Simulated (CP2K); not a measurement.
# C2H3AlO (SMILES C=[C]1[O][AlH]1) at PM6

What is the vertical ionisation energy of C2H3AlO at PM6? 

Program for the calculation: CP2K 2026.2.

2 further runs of the same task are left out: 1 that didn't finish, 1 set aside as unsound or not needed.

**1. The structure to begin with**

The species is C2H3AlO (7 atoms), meant as a singlet with charge 0. As SMILES, `C=[C]1[O][AlH]1`. Geometry: a GFN2-xTB relaxation, a rough one for these elements and not checked as a minimum.

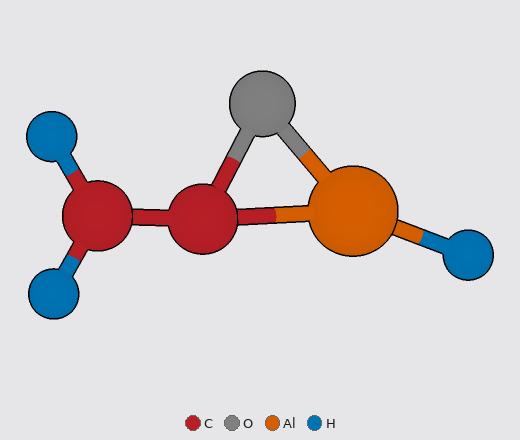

Viewed from a chosen angle; carbon red, oxygen grey, aluminium orange, hydrogen blue.

**2. Energy and forces at PM6**

job.inp

```
&GLOBAL
  PROJECT job
  RUN_TYPE ENERGY_FORCE
  PRINT_LEVEL MEDIUM
&END GLOBAL
&FORCE_EVAL
  METHOD QS
  &DFT
    &QS
      METHOD PM6
      EPS_DEFAULT 1.0E-10
      &SE
        &COULOMB
          CUTOFF [angstrom] 50
          RC_RANGE [angstrom] 0
        &END COULOMB
        &EXCHANGE
          CUTOFF [angstrom] 50
          RC_RANGE [angstrom] 0
        &END EXCHANGE
      &END SE
    &END QS
    ! cluster boundary conditions
    &POISSON
      PERIODIC NONE
      POISSON_SOLVER ANALYTIC
    &END POISSON
    &SCF
      SCF_GUESS ATOMIC
      EPS_SCF 1.0E-06
      MAX_SCF 100
      &DIAGONALIZATION
        ALGORITHM STANDARD
      &END DIAGONALIZATION
      &MIXING
        METHOD DIRECT_P_MIXING
        ALPHA 0.4
      &END MIXING
    &END SCF
    &PRINT
      &MOMENTS
        PERIODIC F
        REFERENCE COM
        MAX_MOMENT 1
      &END MOMENTS
      &MO ON
        ENERGIES T
        OCCUPATION_NUMBERS T
        NDIGITS 6
        &EACH
          QS_SCF 0
        &END EACH
        ADD_LAST NUMERIC
      &END MO
      &HIRSHFELD OFF
      &END HIRSHFELD
    &END PRINT
  &END DFT
  ! structure
  &SUBSYS
    ! box in angstrom
    &CELL
      ABC 10.5 11.3 12.5
      PERIODIC NONE
    &END CELL
    &COORD
      C      4.841880     6.693895     7.542765
      C      5.270200     5.893105     6.590765
      O      6.516820     5.003825     6.876035
      Al     5.987450     4.703795     5.320705
      H      5.323650     6.752145     8.506645
      H      3.983180     7.323275     7.380635
      H      6.108230     3.976725     3.993355
    &END COORD
  &END SUBSYS
  ! extra output
  &PRINT
    &FORCES ON
    &END FORCES
  &END PRINT
&END FORCE_EVAL
```

Run with:

```bash
$ OMP_NUM_THREADS=1 cp2k.psmp job.inp > job.out
```

Log:

```text
CP2K| version string:                                       CP2K version 2026.2
[...]
 GLOBAL| Method name                                                        CP2K
[...]
 GLOBAL| Run type                                                   ENERGY_FORCE
[...]
                             - Atoms:                                          7
[...]
                             - Spherical basis functions:                     24
[...]
 Number of electrons:                                                         20
[...]
     1 P_Mix/Diag. 0.40E+00    0.0     0.74582381       -17.7832871642 -1.78E+01
[...]
    16 DIIS/Diag.  0.85E-07    0.0     0.00000027       -22.9744612984 -3.71E-12
  *** SCF run converged in    16 steps ***
  Core-core repulsion energy [eV]:                            997.32024613425097
  Core Hamiltonian energy [eV]:                             -1038.44978828584522
  Two-electron integral energy [eV]:                        -1168.07468627480557
  Electronic energy [eV]:                                   -1622.48713142324800
  Total energy [eV]:                                         -625.16688528899704
  Atomic reference energy [eV]:                               626.96206336554258
  Heat of formation [kcal/mol]:                                41.39779318089363
[...]
 SE_DIPOLE| Moment [Debye]          0.39617973       1.35014170       3.54621334
 SE_DIPOLE| Derivative [a.u.]       0.00000000       0.00000000       0.00000000
 ENERGY| Total FORCE_EVAL ( QS ) energy [hartree]            -22.974461298423424
 FORCES| Atomic forces [hartree/bohr]
 FORCES|   Atom     x               y               z               |f|
 FORCES|      1 -2.22317923E-03 -5.48424242E-03 -1.54757581E-02   1.65686007E-02
 FORCES|      2  5.39683034E-03  8.30242259E-03  2.69616580E-02   2.87225870E-02
 FORCES|      3  5.46979599E-03  1.13806506E-02  3.36346263E-02   3.59266748E-02
 FORCES|      4 -5.70571925E-03 -1.37536126E-02 -3.90267395E-02   4.17708449E-02
 FORCES|      5 -1.45948940E-03  1.30122951E-03  1.53775976E-04   1.96136549E-03
 FORCES|      6 -2.28622737E-04  2.03390223E-03  3.94311364E-03   4.44265370E-03
 FORCES|      7 -1.24961571E-03 -3.78034993E-03 -1.01906764E-02   1.09408624E-02
 FORCES| Sum    -2.01227923E-16 -6.66133815E-16  5.27355937E-16
 FORCES| Total atomic force                                       8.73115811E-16
[...]
```

It took 0.86 s on 1 thread of Intel Xeon 6975P-C (Granite Rapids), shared host; peak memory 0.19 GiB.

**3. The doublet cation, same level**

mol.inp

```
&GLOBAL
  PROJECT mol
  RUN_TYPE ENERGY_FORCE
  PRINT_LEVEL MEDIUM
&END GLOBAL

&FORCE_EVAL
  METHOD Quickstep
  &DFT
    CHARGE 1
    MULTIPLICITY 2
    UKS T
    # Quickstep
    &QS
      METHOD PM6
      EPS_DEFAULT 1.0E-10
      &SE
        &COULOMB
          CUTOFF [angstrom] 50
          RC_RANGE [angstrom] 0
        &END COULOMB
        &EXCHANGE
          CUTOFF [angstrom] 50
          RC_RANGE [angstrom] 0
        &END EXCHANGE
      &END SE
    &END QS
    # isolated system
    &POISSON
      PERIODIC NONE
      POISSON_SOLVER ANALYTIC
    &END POISSON
    # self-consistent field
    &SCF
      SCF_GUESS ATOMIC
      EPS_SCF 1.0E-06
      MAX_SCF 100
      ADDED_MOS 8
      &DIAGONALIZATION
        ALGORITHM STANDARD
      &END DIAGONALIZATION
      &MIXING
        METHOD DIRECT_P_MIXING
        ALPHA 0.4
      &END MIXING
    &END SCF
    &PRINT
      &MOMENTS
        PERIODIC F
        REFERENCE COM
        MAX_MOMENT 1
      &END MOMENTS
      &MO ON
        ENERGIES T
        OCCUPATION_NUMBERS T
        NDIGITS 6
        &EACH
          QS_SCF 0
        &END EACH
        ADD_LAST NUMERIC
      &END MO
      &HIRSHFELD OFF
      &END HIRSHFELD
    &END PRINT
  &END DFT
  # structure
  &SUBSYS
    &CELL
      ABC 10.5 11.3 12.5
      PERIODIC NONE
    &END CELL
    &COORD
      C      4.841880     6.693895     7.542765
      C      5.270200     5.893105     6.590765
      O      6.516820     5.003825     6.876035
      Al     5.987450     4.703795     5.320705
      H      5.323650     6.752145     8.506645
      H      3.983180     7.323275     7.380635
      H      6.108230     3.976725     3.993355
    &END COORD
  &END SUBSYS
  # extra output
  &PRINT
    &FORCES ON
    &END FORCES
  &END PRINT
&END FORCE_EVAL
```

Run with:

```bash
$ OMP_NUM_THREADS=1 cp2k.psmp -i mol.inp > mol.out 2>&1
```

Log:

```text
CP2K| version string:                                       CP2K version 2026.2
[...]
 GLOBAL| Method name                                                        CP2K
[...]
 GLOBAL| Run type                                                   ENERGY_FORCE
[...]
                             - Atoms:                                          7
[...]
                             - Spherical basis functions:                     24
[...]
 Number of electrons:                                                         10
[...]
     1 P_Mix/Diag. 0.40E+00    0.0     0.33385026       -18.2732736819 -1.83E+01
[...]
    28 DIIS/Diag.  0.22E-06    0.0     0.00000079       -22.6606574239  4.32E-12
  *** SCF run converged in    28 steps ***
  Core-core repulsion energy [eV]:                            997.32024613425097
  Core Hamiltonian energy [eV]:                              -998.56277141817395
  Two-electron integral energy [eV]:                        -1230.77064463985221
  Electronic energy [eV]:                                   -1613.94809373809994
  Total energy [eV]:                                         -616.62784760384909
  Atomic reference energy [eV]:                               626.96206336554258
  Heat of formation [kcal/mol]:                               238.31269575916807
[...]
 SE_DIPOLE| Moment [Debye]          1.43314532      -0.54498098       1.33806956
 SE_DIPOLE| Derivative [a.u.]       0.00000000       0.00000000       0.00000000
 ENERGY| Total FORCE_EVAL ( QS ) energy [hartree]            -22.660657423909594
 FORCES| Atomic forces [hartree/bohr]
 FORCES|   Atom     x               y               z               |f|
 FORCES|      1 -1.91520479E-02  3.61434728E-02  4.31803888E-02   5.94785469E-02
 FORCES|      2  6.51004498E-02 -6.06074210E-02 -1.50744227E-02   9.02140026E-02
 FORCES|      3 -3.43323016E-02  5.43473693E-02  5.51831297E-02   8.47202531E-02
 FORCES|      4 -1.72081406E-03 -3.96979960E-02 -8.69311299E-02   9.55819723E-02
 FORCES|      5  2.15123328E-03  3.53313920E-03  1.13749613E-02   1.21037441E-02
 FORCES|      6 -9.66647565E-03  9.14046008E-03  2.46884522E-03   1.35308521E-02
 FORCES|      7 -2.38004394E-03 -2.85902429E-03 -1.02017723E-02   1.08588576E-02
 FORCES| Sum     1.17961196E-16 -4.44089210E-16  1.80411242E-16
 FORCES| Total atomic force                                       4.93637809E-16
[...]
```

Run time: 0.88 s. Hardware: 1 thread of Intel Xeon 6975P-C (Granite Rapids), shared host; peak memory 0.18 GiB.

**4. Summary of results**

At PM6:

| quantity | value |
| --- | --- |
| singlet C2H3AlO: total energy | -22.97446 Eh |
| singlet C2H3AlO: dipole moment | 3.82 D |
| singlet C2H3AlO: HOMO energy | -9.09 eV |
| singlet C2H3AlO: heat of formation at this unrelaxed shape | 41.4 kcal/mol |
| singlet C2H3AlO: largest force on an atom | 2.148 eV/Å |
| doublet cation: total energy | -22.66066 Eh |
| doublet cation: HOMO energy (highest over α and β) | -15.94 eV |
| doublet cation: LUMO energy (lowest over α and β) | -8.04 eV |
| doublet cation: heat of formation at this unrelaxed shape | 238.3 kcal/mol |
| doublet cation: largest force on an atom | 4.915 eV/Å |
| vertical ionisation energy (to the doublet cation) | 8.539 eV |

Removing an electron at fixed nuclei costs 8.54 eV (197 kcal/mol). The largest force (singlet C2H3AlO) is 2.15 eV/Å: the shape isn't a stationary point for this species at this level.
